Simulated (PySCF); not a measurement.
# One shape, several levels: B2O2 (diboron dioxide)

Aim: a comparison of 6 runs (HF/STO-3G, B3LYP/6-31G*, PBE0/aug-cc-pVDZ, r2SCAN/aug-cc-pVDZ, wB97M-V/aug-cc-pVDZ, SCS-MP2/aug-cc-pVDZ) of B2O2 (diboron dioxide). The job is set up through a Python script.

The results are computed with PySCF 2.14.0.

1 further run of the same task is left out (set aside as unsound or not needed).

**1. The molecule**

B2O2 has 4 atoms, charge 0, and is taken as a singlet. SMILES: `O=BB=O`. The coordinates come from a PBE0-D4/def2-TZVP relaxation.

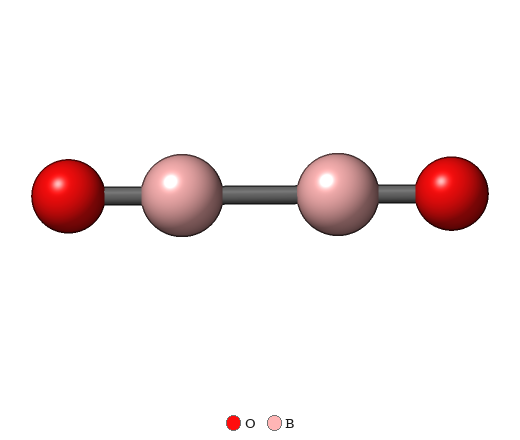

Viewed from a chosen angle; oxygen red, boron pink.

**2. The energy at HF/STO-3G (run 1)**

job.py

```python
from pyscf import gto, scf

molecule = gto.M(
    atom='''
O     -1.404237     0.868820     3.434861
B     -0.571264     0.353511     1.396734
B      0.570981    -0.353228    -1.396923
O      1.404501    -0.869123    -3.434672
''',
    verbose=3,
    max_memory=1860,
    unit='bohr',
    basis='sto-3g',
)

hf = scf.RHF(molecule)
hf.conv_tol = 1e-10
hf.kernel()
if not hf.converged:
    hf = hf.newton().run(hf.mo_coeff, hf.mo_occ)

etot = hf.e_tot
print('E = %.10f Eh' % etot)
```

Run with:

```
$ OMP_NUM_THREADS=1 python job.py
```

Standard output:

```text
converged SCF energy = -196.527763426224
E = -196.5277634262 Eh
```

It took 0.65 s on 1 thread of Intel Xeon Platinum 8488C (Sapphire Rapids), shared host; peak memory 0.1 GiB.

**3. The energy at B3LYP/6-31G(d) (spherical functions) (run 2)**

calc.py

```python
from pyscf import gto, dft

mol = gto.Mole()
mol.atom = '''
O     -1.404237     0.868820     3.434861
B     -0.571264     0.353511     1.396734
B      0.570981    -0.353228    -1.396923
O      1.404501    -0.869123    -3.434672
'''
mol.unit = 'bohr'
mol.max_memory = 1860
mol.verbose = 3
mol.spin = 0
mol.basis = '6-31g*'
mol.build()

mf = dft.RKS(mol)
mf.xc = 'b3lyp'
mf.grids.level = 5
mf.conv_tol = 1e-10
mf.kernel()
if not mf.converged:
    mf = mf.newton().run(mf.mo_coeff, mf.mo_occ)

e_final = mf.e_tot
print(f'total energy: {e_final:.8f} hartree')
```

Run with:

```
$ OMP_NUM_THREADS=1 python calc.py
```

Standard output:

```text
converged SCF energy = -200.235391546152
total energy: -200.23539155 hartree
```

It took 6.3 s on 1 thread of Intel Xeon Platinum 8488C (Sapphire Rapids), shared host; peak memory 0.29 GiB.

Runs 3 to 5 aren't shown in full; the table further down has their settings and results.

**4. A single-point energy at SCS-MP2/aug-cc-pVDZ (run 6)**

calc.py

```python
from pyscf import gto, scf, mp

mol = gto.M(
    atom=[
    ('O', (-0.743090, 0.459760, 1.817650)),
    ('B', (-0.302300, 0.187070, 0.739120)),
    ('B', (0.302150, -0.186920, -0.739220)),
    ('O', (0.743230, -0.459920, -1.817550)),
],
    spin=0,
    basis='aug-cc-pvdz',
    max_memory=1860,
    verbose=3,
)

mf = scf.RHF(mol)
mf.conv_tol = 1e-10
mf.kernel()
if not mf.converged:
    mf = mf.newton().run(mf.mo_coeff, mf.mo_occ)

pt = mp.MP2(mf, frozen=4).run()
etot = mf.e_tot + 1.2 * pt.e_corr_os + pt.e_corr_ss / 3
print('Final energy', etot)
```

Run with:

```
$ OMP_NUM_THREADS=1 python calc.py
```

Standard output:

```text
converged SCF energy = -199.207666673747
E(RMP2) = -199.749337286844  E_corr = -0.541670613096038
E(SCS-RMP2) = -199.730930748665  E_corr = -0.523264074917758
Final energy -199.73093074866526
```

Wall time 1.7 s (1 thread of Intel Xeon Platinum 8488C (Sapphire Rapids), shared host); peak memory 0.21 GiB.

**5. All runs side by side**

| run | level | integration grid | nlc grid | energy (Eh) | dipole moment (D) of the reference | HOMO energy (eV) | LUMO energy (eV) | wall time |
| --- | --- | --- | --- | --- | --- | --- | --- | --- |
| 1 | HF/STO-3G | – | – | -196.527763 | 0.00 | -11.57 | 6.69 | 0.65 s |
| 2 | B3LYP/6-31G* (spherical functions) | 5 | – | -200.235392 | 0.00 | -10.36 | -2.20 | 6.3 s |
| 3 | PBE0/aug-cc-pVDZ | 5 | – | -200.025552 | 0.00 | -11.02 | -2.46 | 9.3 s |
| 4 | r2SCAN/aug-cc-pVDZ | 5 | – | -200.151950 | 0.00 | -9.81 | -3.18 | 15 s |
| 5 | wB97M-V/aug-cc-pVDZ | 5 | 1 | -200.211251 | 0.00 | -13.42 | -0.41 | 48 s |
| 6 | SCS-MP2/aug-cc-pVDZ | – | – | -199.730931 | 0.00 | -14.73 | 0.62 | 1.7 s |

**6. Outcome**

| quantity | value |
| --- | --- |
| run 6: total energy | -199.73093 Eh |
| run 6: dipole moment (Hartree–Fock density) | 0.00 D |
| run 6: HOMO energy (Hartree–Fock orbitals) | -14.73 eV |
| run 6: LUMO energy (Hartree–Fock orbitals) | 0.62 eV |
| run 6: HOMO–LUMO gap (Hartree–Fock orbitals) | 15.35 eV |
| run 6: correlation energy (4 core orbitals frozen) | -523.3 mEh |

**Reading.** Over runs 1, 2, 3, 4, 5 the HOMO–LUMO gap runs from 6.63 eV (r2SCAN/aug-cc-pVDZ) to 18.26 eV (HF/STO-3G). The two ends differ in method and basis. Totals of different functionals can't be ranked against each other. In run 1 the basis is minimal, so the values are rough. All runs together took 82 s, the longest 48 s.
